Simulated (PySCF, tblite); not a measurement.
# C₃H₄FN₂+: isotopologues and vibrational averages

Aim: rotational constants, zero-point energies and shieldings of isotopologues of C₃H₄FN₂+ (`Fc1[nH]cc[nH+]1`).

Computed with tblite 0.8.0 (tight binding) and PySCF 2.14.0 (DFT, with response routines of our own); each step states its level. Atoms count from 0 throughout.

### 1 The molecule as given

10 atoms, charge 1, multiplicity 1; geometry from: force field or distance geometry start.

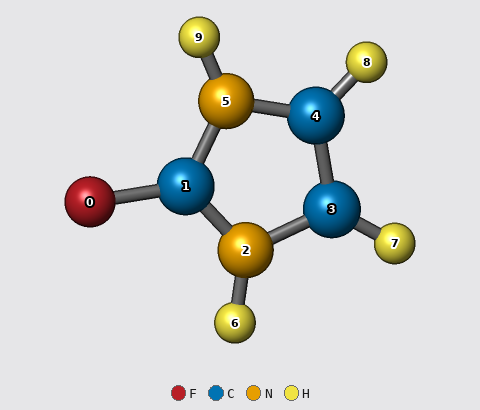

The starting geometry (fluorine red, carbon blue, nitrogen amber, hydrogen yellow), atoms numbered.

### 2 GFN2-xTB relaxation, lowest of a short conformer search

Job settings and geometry (Å):

```
{"job": {"xc": "GFN2-xTB", "basis": "xTB", "kind": "relax"}, "charge": 1, "multiplicity": 1}
F      2.455600    -0.365900    -0.405100
C      1.058100    -0.140800    -0.221800
N      0.483900     1.017100    -0.161400
C     -0.881000     0.846100     0.042000
C     -0.987500    -0.547300     0.241300
N      0.186100    -1.152000     0.045000
H      0.892000     1.988900    -0.348800
H     -1.605500     1.603400     0.159000
H     -1.897600    -1.058600     0.423600
H      0.331400    -2.172300     0.136000
```

On the command line:

```console
> OMP_NUM_THREADS=1 python ens_run.py task.json out
```

One launch serves the whole session.

Standard output:

```text
step      E/eV     max force
  0    -505.77759    4.574
  1    -506.19186    2.752
  2    -506.31367    1.169
  3    -506.35572    0.901
  4    -506.37169    0.403
  5    -506.38062    0.287
  6    -506.38429    0.203
  7    -506.38833    0.213
  8    -506.39146    0.159
  9    -506.39256    0.060
 10    -506.39283    0.050
 11    -506.39293    0.038
 12    -506.39299    0.017
 13    -506.39301    0.012
 14    -506.39302    0.010
 15    -506.39303    0.009
 16    -506.39305    0.012
 17    -506.39305    0.010
 18    -506.39306    0.008
 19    -506.39306    0.006
 20    -506.39306    0.004
```

Wall time 0.16 s (1 thread of Arm Neoverse N1, shared host).

The energy fell by 0.615 eV, and the atoms moved 0.06 Å (root mean square).

### 3 Tight optimisation and Hessian

Job settings and geometry (Å):

```
{"job": {"xc": "PBE0", "basis": "pcSseg-1", "grid": 2, "temperatures": [250, 350], "kind": "geom"}, "charge": 1, "multiplicity": 1}
F      2.341644    -0.345714    -0.402435
C      1.079500    -0.157941    -0.190147
N      0.474820     1.023360    -0.184024
C     -0.856319     0.811589     0.076230
C     -1.030096    -0.526598     0.225133
N      0.196847    -1.118236     0.054386
H      0.917571     1.922141    -0.344489
H     -1.565776     1.613217     0.134772
H     -1.917232    -1.091049     0.434379
H      0.394571    -2.112151     0.106083
```

Standard output:

```text
step   0  E = -8855.3408486 eV  max force = 0.79001
step   1  E = -8855.3637879 eV  max force = 0.23136
step   2  E = -8855.3645656 eV  max force = 0.02187
step   3  E = -8855.3645764 eV  max force = 0.00330
step   4  E = -8855.3645769 eV  max force = 0.00055
step   5  E = -8855.3645769 eV  max force = 0.00055
step   6  E = -8855.3645769 eV  max force = 0.00007
harmonic wavenumbers (cm-1): 309.8 442.1 628.9 658.8 681.7 713.8 735.0 770.4 894.9 928.2 1046.5 1101.3 1119.3 1174.2 1321.1 1356.3 1451.0 1607.5 1613.1 1748.9 3300.3 3318.1 3587.1 3595.7
```

Wall time 14 min (1 thread of Arm Neoverse N1, shared host); peak memory 0.64 GiB.

### 4 Displacements along the modes, parent

Job settings and geometry (Å):

```
{"job": {"xc": "PBE0", "basis": "pcSseg-1", "grid": 2, "temperatures": [250, 350], "kind": "vib", "mass_numbers": [19, 12, 14, 12, 12, 14, 1, 1, 1, 1]}, "charge": 1, "multiplicity": 1}
F      2.335969    -0.344577    -0.401703
C      1.085371    -0.158830    -0.191100
N      0.475112     1.013786    -0.183428
C     -0.869664     0.810323     0.078356
C     -1.042520    -0.521498     0.226709
N      0.199585    -1.109240     0.053031
H      0.935232     1.905309    -0.345200
H     -1.571823     1.630285     0.133674
H     -1.926935    -1.105788     0.438464
H      0.415203    -2.101153     0.101085
```

Standard output:

```text
mode    cm-1    km/mol   phi_rrr   E(+)/cm-1  E(-)/cm-1
  1    309.76     0.05      -0.1      55.95      55.92
  2    442.05     6.87      -0.2      79.55      79.68
  3    628.87     0.00       0.1     113.25     113.24
  4    658.80     0.00       0.5     125.23     125.19
  5    681.71     0.00      -0.2     122.95     123.00
  6    713.77    27.69     -36.0     127.19     129.77
  7    735.04   331.08       0.2     136.22     136.21
  8    770.38    10.37       0.4     140.51     140.53
  9    894.93     0.00       0.3     163.18     163.14
 10    928.24     0.71      -0.1     167.10     167.11
 11   1046.48    20.21      50.5     190.52     186.88
 12   1101.35    36.53      -0.2     198.52     198.55
 13   1119.35     2.65     153.6     207.26     196.21
 14   1174.19     1.02      36.7     212.88     210.24
 15   1321.08     1.94       0.3     238.23     238.06
 16   1356.28     0.58      32.4     245.66     243.33
 17   1450.99     4.54       0.2     261.51     261.44
 18   1607.53    56.95      -1.7     289.57     289.67
 19   1613.09     2.06     302.0     301.63     279.91
 20   1748.87   334.93     -80.6     312.07     317.86
 21   3300.27    40.29     -16.5     596.16     597.34
 22   3318.14    40.26   -1353.1     551.28     648.56
 23   3587.09   493.18     -21.6     648.43     649.97
 24   3595.72    28.93   -1617.8     592.60     708.86
```

Wall time 15 min (1 thread of Arm Neoverse N1, shared host); peak memory 0.64 GiB.

### 5 Displacements along the modes, 2H at atom 6

The job, as its differences from that of step 4:

```diff
@@ -1,2 +1,2 @@
-{"job": {"xc": "PBE0", "basis": "pcSseg-1", "grid": 2, "temperatures": [250, 350], "kind": "vib", "mass_numbers": [19, 12, 14, 12, 12, 14, 1, 1, 1, 1]}, "charge": 1, "multiplicity": 1}
+{"job": {"xc": "PBE0", "basis": "pcSseg-1", "grid": 2, "temperatures": [250, 350], "kind": "vib", "mass_numbers": [19, 12, 14, 12, 12, 14, 2, 1, 1, 1]}, "charge": 1, "multiplicity": 1}
 F      2.335969    -0.344577    -0.401703
```

Standard output:

```text
mode    cm-1    km/mol   phi_rrr   E(+)/cm-1  E(-)/cm-1
  1    308.69     0.15       0.1      55.73      55.75
  2    433.26     6.97       0.4      78.10      77.96
  3    508.10    36.84      -0.5      96.61      96.64
  4    629.48     0.34       0.1     113.37     113.35
  5    676.60     6.02      -0.1     124.06     124.09
  6    702.64    28.97     -29.2     125.44     127.54
  7    710.53   214.44      -0.3     131.55     131.57
  8    770.06    20.56       0.5     140.59     140.60
  9    893.61     6.85       4.8     161.46     161.10
 10    894.36     0.42      -0.4     163.05     163.09
 11    935.96     1.42      34.7     169.74     167.25
 12   1038.95    18.05      55.3     189.27     185.28
 13   1108.75    22.31    -172.0     193.85     206.20
 14   1159.41     0.66      36.6     210.32     207.68
 15   1254.23     4.97      82.7     228.95     222.90
 16   1336.11     1.05      79.0     243.61     238.03
 17   1425.02     2.92     102.6     260.51     253.14
 18   1599.70    49.04     -21.8     287.40     289.00
 19   1611.73     2.82     309.4     301.64     279.40
 20   1735.62   318.80     -95.7     309.18     316.04
 21   2644.71   152.96   -1408.8     429.16     530.31
 22   3300.27    42.32      10.4     597.12     596.38
 23   3318.20    39.65   -1353.3     551.28     648.58
 24   3591.47   258.78    2301.5     736.09     571.00
```

It took 14 min on 1 thread of Arm Neoverse N1, shared host; peak memory 0.65 GiB.

### 6 Vibrational averages by isotopologue

Job settings and geometry (Å):

```
{"job": {"xc": "PBE0", "basis": "pcSseg-1", "grid": 2, "temperatures": [250, 350], "kind": "iso"}, "charge": 1, "multiplicity": 1}
F      2.335969    -0.344577    -0.401703
C      1.085371    -0.158830    -0.191100
N      0.475112     1.013786    -0.183428
C     -0.869664     0.810323     0.078356
C     -1.042520    -0.521498     0.226709
N      0.199585    -1.109240     0.053031
H      0.935232     1.905309    -0.345200
H     -1.571823     1.630285     0.133674
H     -1.926935    -1.105788     0.438464
H      0.415203    -2.101153     0.101085
```

Standard output:

```text
parent
  Be/MHz 9082.621 3700.941 2629.49
  B0/MHz 9008.444 3682.082 2613.158
  ZPE/cm-1 17052.0
  <sigma>(0 K)/ppm 263.475 30.233 92.217 58.394 58.394 92.211 22.083 23.445 23.445 22.083
2H at atom 6
  Be/MHz 8458.375 3699.799 2573.93
  B0/MHz 8393.107 3680.637 2558.056
  ZPE/cm-1 16293.7
  <sigma>(0 K)/ppm 263.726 30.375 92.607 58.565 58.437 92.261 22.185 23.444 23.446 22.082
```

Run time: 43 min. Hardware: 1 thread of Arm Neoverse N1, shared host; peak memory 0.65 GiB. This counts the whole study up to here.

Rotational constants (MHz) at equilibrium and in the ground state:

| isotopologue | Be | B0 | zero-point change (cm⁻¹) |
| --- | --- | --- | --- |
| parent | 9082.6, 3700.9, 2629.5 | 9008.4, 3682.1, 2613.2 | 0.0 |
| 2H at atom 6 | 8458.4, 3699.8, 2573.9 | 8393.1, 3680.6, 2558.1 | -758.3 |

Shieldings of the first species (ppm): at equilibrium, the vibrational parts at 0 K, and the averages:

| atom | equilibrium | anharmonic | harmonic | 0 K | 250 K | 350 K |
| --- | --- | --- | --- | --- | --- | --- |
| F0 | 273.98 | -3.29 | -7.21 | 263.48 | 262.89 | 262.14 |
| C1 | 33.53 | -1.33 | -1.96 | 30.23 | 30.06 | 29.82 |
| N2 | 97.95 | -1.54 | -4.19 | 92.22 | 92.03 | 91.78 |
| C3 | 62.88 | -1.52 | -2.96 | 58.39 | 58.26 | 58.06 |
| C4 | 62.88 | -1.51 | -2.97 | 58.39 | 58.26 | 58.06 |
| N5 | 97.94 | -1.54 | -4.19 | 92.21 | 92.02 | 91.78 |
| H6 | 22.54 | -0.06 | -0.40 | 22.08 | 22.08 | 22.08 |
| H7 | 23.91 | -0.10 | -0.36 | 23.44 | 23.44 | 23.43 |
| H8 | 23.91 | -0.10 | -0.36 | 23.44 | 23.44 | 23.43 |
| H9 | 22.54 | -0.06 | -0.40 | 22.08 | 22.08 | 22.08 |

Isotope effects on the shieldings at 0 K (ppb; positive means more shielded):

| atom | 2H at atom 6 |
| --- | --- |
| F0 | 251 |
| C1 | 142 |
| N2 | 390 |
| C3 | 171 |
| C4 | 42 |
| N5 | 50 |
| H6 | 102 |
| H7 | -1 |
| H8 | 2 |
| H9 | -1 |

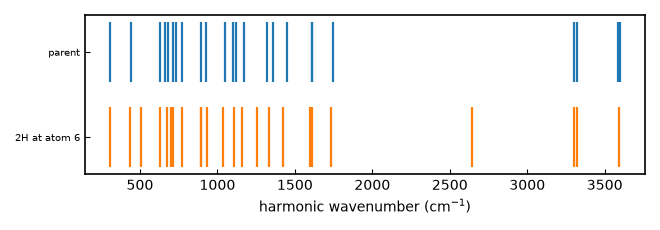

Harmonic wavenumbers of each isotopologue.

### 7 Tight optimisation and Hessian

Job settings and geometry (Å):

```
{"job": {"xc": "PBE0", "basis": "pcSseg-1", "grid": 2, "temperatures": [250, 350], "conv": 0.0001, "kind": "geom"}, "charge": 1, "multiplicity": 1}
F      2.341644    -0.345714    -0.402435
C      1.079500    -0.157941    -0.190147
N      0.474820     1.023360    -0.184024
C     -0.856319     0.811589     0.076230
C     -1.030096    -0.526598     0.225133
N      0.196847    -1.118236     0.054386
H      0.917571     1.922141    -0.344489
H     -1.565776     1.613217     0.134772
H     -1.917232    -1.091049     0.434379
H      0.394571    -2.112151     0.106083
```

Standard output:

```text
step   0  E = -8855.3405622 eV  max force = 0.74591
step   1  E = -8855.3638209 eV  max force = 0.18909
step   2  E = -8855.3645556 eV  max force = 0.02042
step   3  E = -8855.3645672 eV  max force = 0.00321
step   4  E = -8855.3645677 eV  max force = 0.00062
step   5  E = -8855.3645677 eV  max force = 0.00062
step   6  E = -8855.3645676 eV  max force = 0.00007
harmonic wavenumbers (cm-1): 312.8 443.2 630.9 662.3 684.7 712.9 737.5 773.0 896.8 927.9 1045.8 1108.9 1118.4 1173.1 1323.1 1357.6 1461.2 1614.1 1641.8 1749.1 3312.9 3318.7 3596.0 3632.4
```

It took 11 min on 1 thread of Arm Neoverse N1, shared host; peak memory 0.63 GiB.

This input is unsound on purpose: SCF threshold far too loose for finite differences.

### 8 Displacements along the modes

Job settings and geometry (Å):

```
{"job": {"xc": "PBE0", "basis": "pcSseg-1", "grid": 2, "temperatures": [250, 350], "conv": 0.0001, "kind": "vib", "mass_numbers": [19, 12, 14, 12, 12, 14, 1, 1, 1, 1]}, "charge": 1, "multiplicity": 1}
F      2.336058    -0.344587    -0.401715
C      1.085345    -0.158816    -0.191097
N      0.475062     1.013747    -0.183414
C     -0.869691     0.810282     0.078368
C     -1.042545    -0.521437     0.226709
N      0.199555    -1.109191     0.053031
H      0.935171     1.905283    -0.345194
H     -1.571734     1.630215     0.133669
H     -1.926852    -1.105746     0.438439
H      0.415162    -2.101133     0.101093
```

Standard output:

```text
mode    cm-1    km/mol   phi_rrr   E(+)/cm-1  E(-)/cm-1
  1    312.79     0.06      -0.1      55.47      55.43
  2    443.21     7.29       0.1      79.50      79.37
  3    630.87     0.00       0.1     112.86     112.87
  4    662.32     0.00       0.4     124.67     124.67
  5    684.71     0.00       0.2     122.46     122.42
  6    712.94    29.22      31.7     129.00     128.25
  7    737.51   334.87       0.1     135.86     135.87
  8    772.99    10.55       0.5     139.96     139.96
  9    896.78     0.00      -0.3     162.70     162.72
 10    927.89     0.42       0.1     167.25     167.21
 11   1045.76    19.41      57.0     190.92     186.75
 12   1108.85    26.65      -0.6     197.79     197.99
 13   1118.39     2.64     153.6     208.00     195.95
 14   1173.11     0.98      39.1     213.46     210.04
 15   1323.05     3.31       0.0     237.98     237.86
 16   1357.57     1.26     -59.4     242.46     246.45
 17   1461.22    12.92      -0.7     260.62     260.89
 18   1614.14     1.50    -320.4     277.61     303.82
 19   1641.77    40.78       2.4     284.41     284.01
 20   1749.13   316.59     -69.6     312.70     317.28
 21   3312.86    39.17      63.5     598.58     593.76
 22   3318.65    36.38   -1370.0     549.37     650.99
 23   3595.96    22.61   -1596.8     593.41     708.13
 24   3632.42   625.42       3.6     640.69     640.77
```

Wall time 12 min (1 thread of Arm Neoverse N1, shared host); peak memory 0.63 GiB.

This input is unsound on purpose: SCF threshold far too loose for finite differences.

### 9 Displacements along the modes

The job, as its differences from that of step 8:

```diff
@@ -1,2 +1,2 @@
-{"job": {"xc": "PBE0", "basis": "pcSseg-1", "grid": 2, "temperatures": [250, 350], "conv": 0.0001, "kind": "vib", "mass_numbers": [19, 12, 14, 12, 12, 14, 1, 1, 1, 1]}, "charge": 1, "multiplicity": 1}
+{"job": {"xc": "PBE0", "basis": "pcSseg-1", "grid": 2, "temperatures": [250, 350], "conv": 0.0001, "kind": "vib", "mass_numbers": [19, 12, 14, 12, 12, 14, 2, 1, 1, 1]}, "charge": 1, "multiplicity": 1}
 F      2.336058    -0.344587    -0.401715
```

Standard output:

```text
mode    cm-1    km/mol   phi_rrr   E(+)/cm-1  E(-)/cm-1
  1    311.69     0.18       0.1      55.24      55.28
  2    434.39     7.38       0.3      77.92      77.80
  3    510.45    37.52       0.6      96.45      96.44
  4    631.46     0.34       0.1     112.99     112.99
  5    679.70     6.18      -0.2     123.60     123.62
  6    701.96    30.41     -25.4     126.45     126.77
  7    713.21   215.71      -0.2     131.29     131.31
  8    772.66    21.08       0.5     140.03     140.03
  9    894.51     5.01      -8.3     160.82     161.68
 10    896.21     0.42      -0.4     162.60     162.62
 11    935.95     1.14     -34.2     167.37     169.79
 12   1038.05    16.56     -60.5     185.20     189.81
 13   1112.90    15.59    -163.2     193.69     205.91
 14   1158.41     0.50     -35.9     207.48     210.97
 15   1255.89     3.07      80.9     229.15     222.45
 16   1338.58     2.32     -81.0     237.54     243.70
 17   1436.36     9.42      95.8     259.44     252.36
 18   1612.25     0.61    -336.7     276.86     304.07
 19   1634.85    36.61       1.0     282.67     282.91
 20   1736.25   300.14     -84.7     309.81     315.32
 21   2655.82   183.79    1390.0     528.18     428.66
 22   3314.73    57.90    -488.4     578.07     613.24
 23   3318.89    37.34   -1401.4     548.33     652.18
 24   3614.48   351.36    2232.4     729.39     569.16
```

Run time: 12 min. Hardware: 1 thread of Arm Neoverse N1, shared host; peak memory 0.63 GiB.

This input is unsound on purpose: SCF threshold far too loose for finite differences.

### 10 Vibrational averages by isotopologue, second settings

Job settings and geometry (Å):

```
{"job": {"xc": "PBE0", "basis": "pcSseg-1", "grid": 2, "temperatures": [250, 350], "conv": 0.0001, "kind": "iso"}, "charge": 1, "multiplicity": 1}
F      2.336058    -0.344587    -0.401715
C      1.085345    -0.158816    -0.191097
N      0.475062     1.013747    -0.183414
C     -0.869691     0.810282     0.078368
C     -1.042545    -0.521437     0.226709
N      0.199555    -1.109191     0.053031
H      0.935171     1.905283    -0.345194
H     -1.571734     1.630215     0.133669
H     -1.926852    -1.105746     0.438439
H      0.415162    -2.101133     0.101093
```

Standard output:

```text
parent
  Be/MHz 9083.424 3700.737 2629.454
  B0/MHz 9002.489 3681.951 2612.582
  ZPE/cm-1 17117.5
  <sigma>(0 K)/ppm 263.101 30.388 91.648 57.842 57.885 91.782 22.049 23.380 23.383 22.056
2H at atom 6
  Be/MHz 8459.093 3699.596 2573.898
  B0/MHz 8387.564 3681.486 2557.943
  ZPE/cm-1 16354.8
  <sigma>(0 K)/ppm 263.757 30.652 91.933 57.705 57.807 92.254 22.141 23.354 23.369 22.075
```

Run time: 36 min. Hardware: 1 thread of Arm Neoverse N1, shared host; peak memory 0.65 GiB. This counts the runs that the step sums up.

These settings are unsound on purpose: SCF threshold far too loose for finite differences. The values are not to be used.

Rotational constants (MHz) at equilibrium and in the ground state:

| isotopologue | Be | B0 | zero-point change (cm⁻¹) |
| --- | --- | --- | --- |
| parent | 9083.4, 3700.7, 2629.5 | 9002.5, 3682.0, 2612.6 | 0.0 |
| 2H at atom 6 | 8459.1, 3699.6, 2573.9 | 8387.6, 3681.5, 2557.9 | -762.6 |

Shieldings of the first species (ppm): at equilibrium, the vibrational parts at 0 K, and the averages:

| atom | equilibrium | anharmonic | harmonic | 0 K | 250 K | 350 K |
| --- | --- | --- | --- | --- | --- | --- |
| F0 | 274.07 | -3.17 | -7.80 | 263.10 | 262.52 | 261.77 |
| C1 | 33.54 | -1.33 | -1.82 | 30.39 | 30.22 | 29.98 |
| N2 | 97.97 | -1.70 | -4.62 | 91.65 | 91.44 | 91.18 |
| C3 | 62.96 | -1.75 | -3.36 | 57.84 | 57.71 | 57.51 |
| C4 | 62.95 | -1.72 | -3.34 | 57.89 | 57.76 | 57.55 |
| N5 | 97.94 | -1.65 | -4.50 | 91.78 | 91.57 | 91.31 |
| H6 | 22.54 | -0.07 | -0.42 | 22.05 | 22.04 | 22.04 |
| H7 | 23.91 | -0.12 | -0.41 | 23.38 | 23.38 | 23.37 |
| H8 | 23.91 | -0.12 | -0.41 | 23.38 | 23.38 | 23.37 |
| H9 | 22.54 | -0.07 | -0.41 | 22.06 | 22.05 | 22.05 |

Isotope effects on the shieldings at 0 K (ppb; positive means more shielded):

| atom | 2H at atom 6 |
| --- | --- |
| F0 | 657 |
| C1 | 264 |
| N2 | 285 |
| C3 | -138 |
| C4 | -78 |
| N5 | 472 |
| H6 | 93 |
| H7 | -26 |
| H8 | -14 |
| H9 | 19 |

### 11 Outcome

```
                  quantity                       value
               point group                         C2v
   B0 of the first species  9008.4, 3682.1, 2613.2 MHz
         zero-point energy                  17052 cm⁻¹
zero-point change of σ(F0)                  -10.50 ppm
```

Zero-point motion changes the shielding of F0 most, by -10.50 ppm. The largest secondary isotope effect is 390 ppb on N2, 1 bond from the change (2H at atom 6).
